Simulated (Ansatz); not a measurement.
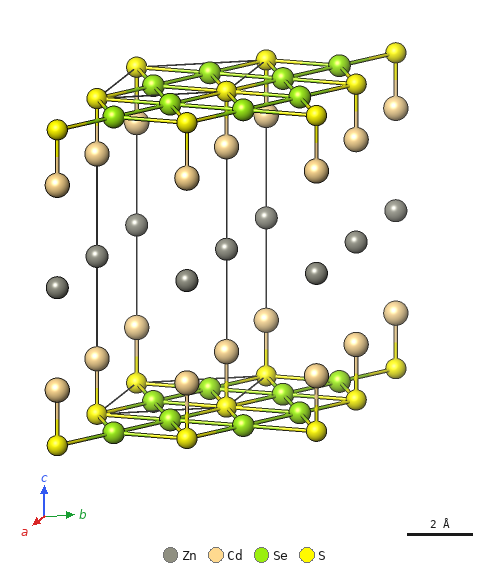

This is the input geometry for a relaxation of a crystal of ZnCd2Se2S (a generated structure, set up in P6/mmm) (coarse preliminary run). A ball-and-stick model of the cell of the calculation, repeated 2 × 2 × 1 with one cell outlined, seen slightly off an axis.

The calculation used Ansatz, DFT PBE, scalar-relativistic, plane waves, PAW.

Input file:
```yaml
crystal:
  lattice:
    - [4.09826262, 0.0, 0.0]
    - [-2.04913131, 3.54919954, 0.0]
    - [0.0, 0.0, 10.05893746]
  atoms:
    - { symbol: Zn, position: [0.0, 0.0, 0.5] }
    - { symbol: Cd, position: [0.0, 0.0, 0.17555453] }
    - { symbol: Cd, position: [0.0, 0.0, 0.82444547] }
    - { symbol: Se, position: [0.33333333, 0.66666667, 0.0] }
    - { symbol: Se, position: [0.66666667, 0.33333333, 0.0] }
    - { symbol: S, position: [0.0, 0.0, 0.0] }
basis:
  ecutwfc: 420
kpoints:
  mp_grid: { grid: [6, 6, 2] }
hamiltonian:
  xc: pbe
scf:
  occupations: { method: gaussian, width: 0.1 }
  lower_state_search: "off"
output:
  forces: true
  stress: true
  eigenvalues: true
relax:
  adjacent_minimum: "off"
  f_tol: 0.04
  max_steps: 70
  cell: { stress_tol: 0.4 }
```

Run as
```bash
ansatz run input.yaml --threads 1 --pin off --max-ram 2560MiB --backend cpu --events-out ev --progress --plain --runs-dir out
```

Question: What does the optimiser find from here?

Answer: The largest moves relative to the cell, 0.73 Å, are those of Cd2 and Cd3. Cd2 goes along +c. Se and Zn and S stay in place. Cell: a = b 4.098 → 4.893 Å (+19.4 %), c 10.059 → 10.381 Å (+3.2 %). Volume +47.1 %. Among the contacts that change: Cd2–S6 1.766 → 2.557 Å, Zn1–Cd2 3.264 → 2.633 Å, Se4–S6 2.366 → 2.825 Å, Se4–Se5 2.366 → 2.825 Å. The space group stays P6/mmm (No. 191). After 10 accepted moves (12 points after the start) the energy has fallen by 2969 meV per atom. Largest force component: 27 eV/Å at the start, 0.015 eV/Å at the end. Pressure: 58.86 GPa at the start and −0.05 GPa at the end. The SCF was repeated twice at an unchanged geometry on a basis and grid sized afresh for the cell, which shifted the energy by 17.2 meV per atom at most.

The structure at the end:

```xyz
6
Lattice="4.8926 0.0000 0.0000 -2.4463 4.2371 0.0000 0.0000 0.0000 10.3810" Properties=species:S:1:pos:R:3 pbc="T T T"
Zn    4.8926    0.0000    5.1905
Cd    4.8926    0.0000    2.5572
Cd    4.8926    0.0000    7.8238
Se    0.0000    2.8247    0.0000
Se    2.4463    1.4124    0.0000
S     4.8926    0.0000    0.0000
```

The end point in the same view:

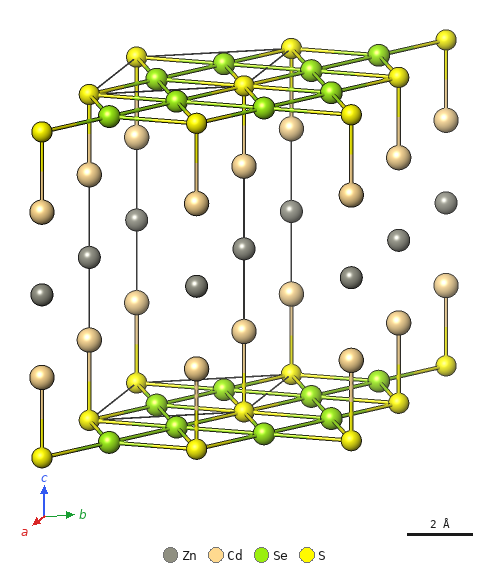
